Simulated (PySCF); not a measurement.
**CH₂BCl₅Ge: density, localisation and related maps**

```yaml
atoms:
  - { symbol: Cl, position_ang: [1.9420, 2.4763, -0.5811] }
  - { symbol: B, position_ang: [1.6315, 0.8106, -0.4947] }
  - { symbol: Cl, position_ang: [2.4968, -0.2899, -1.4472] }
  - { symbol: Ge, position_ang: [0.1825, 0.1189, 0.8171] }
  - { symbol: Cl, position_ang: [0.8688, -1.5021, 1.9940] }
  - { symbol: C, position_ang: [-1.4280, -0.6179, -0.1744] }
  - { symbol: Cl, position_ang: [-2.2585, 0.7537, -0.9182] }
  - { symbol: Cl, position_ang: [-0.8498, -1.7346, -1.4187] }
  - { symbol: H, position_ang: [-0.4156, 1.1435, 1.7754] }
  - { symbol: H, position_ang: [-2.1608, -1.1539, 0.4254] }
```

Geometry: GFN2-xTB.

Method: wB97X-D/def2-SVPD, SCF density, gas phase (PySCF).

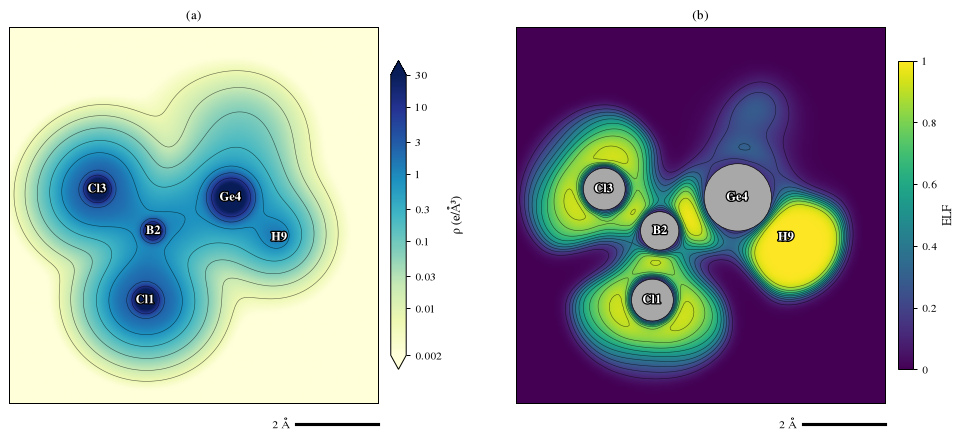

Figure 1. (a) total electron density; (b) ELF on the plane of atoms Cl1, B2 and Ge4. Grey discs cover the atomic cores in the ELF map.

### Read the bonding off the picture.

The plane passes through Cl, B, Ge and H nuclei.
B–Cl (1.69 Å): ρ is about 1.5 e/Å³ halfway; the ELF peaks at about 0.90 between the atoms (a polar covalent bond).
Ge–B (2.07 Å): ρ is about 0.78 e/Å³ halfway; the ELF peaks at about 1 between the atoms: a shared electron pair.
Ge–H (1.53 Å): the density is about 1.1 e/Å³ at the midpoint; the ELF climbs to about 1 towards the hydrogen.
The ELF also peaks beside Cl1 and Cl3, away from the bonds: lone-pair regions.

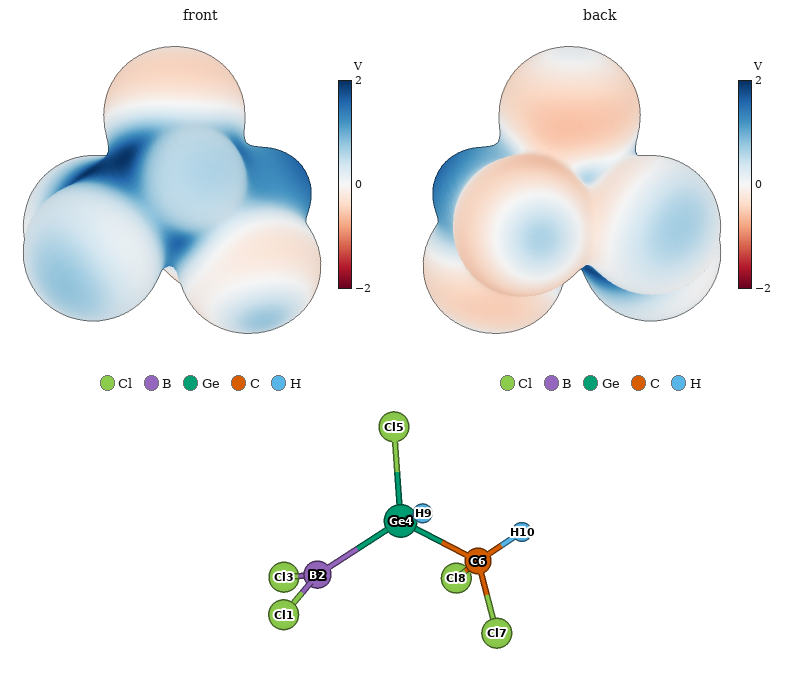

Figure 2. The electrostatic potential painted on the density surface at 0.002 e/bohr³, seen from the front and from behind; red is negative and blue positive. The bare structure is drawn below in the same view.

### Where is the surface potential most negative and most positive?

The most negative region (about −0.6 V) lies over Cl5 and Cl8, the most positive (about +1.9 V) over B2 and Ge4. Cl1 shows a σ-hole: about +0.8 V at the tip opposite its bond, against about +0.2 V on its flanks. Cl3 shows a σ-hole: about +0.7 V at the tip opposite its bond, against about 0.0 V on its flanks. Cl7 shows a σ-hole: about +0.7 V at the tip opposite its bond, against about −0.1 V on its flanks. Cl8 shows a σ-hole: about +0.6 V at the tip opposite its bond, against about −0.3 V on its flanks.
